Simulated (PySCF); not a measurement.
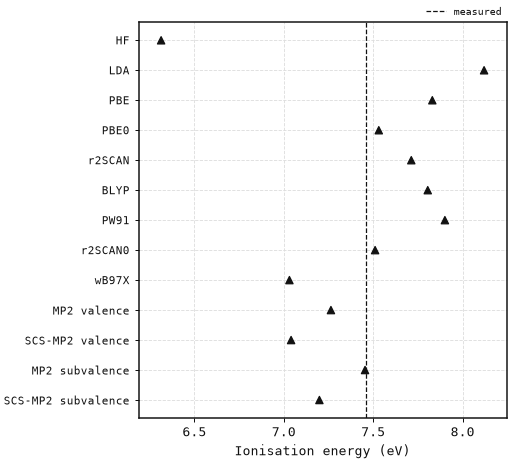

The ionisation energy of an atom or ion with 45 electrons in the configuration [Kr] 4d⁸ 5s by several methods. PySCF, x2c-TZVPPall plus 1 diffuse shell for each l, spin-free X2C-1e, unrestricted single determinants, no spin-orbit coupling. Methods marked “valence” freeze 36 core electrons; methods marked “subvalence” freeze 28 core electrons.

> Which atom or ion is it?

Neutral rhodium. The values run from 6.31 eV (HF) to 8.12 eV (LDA). The measured value is 7.46 eV; nearest to it come MP2 subvalence (−0.00) and r2SCAN0 (+0.05), furthest HF (−1.15 eV). These values lack spin-orbit coupling; with the first-order correction of −0.0066 eV added, MP2 subvalence comes nearest (−0.01).
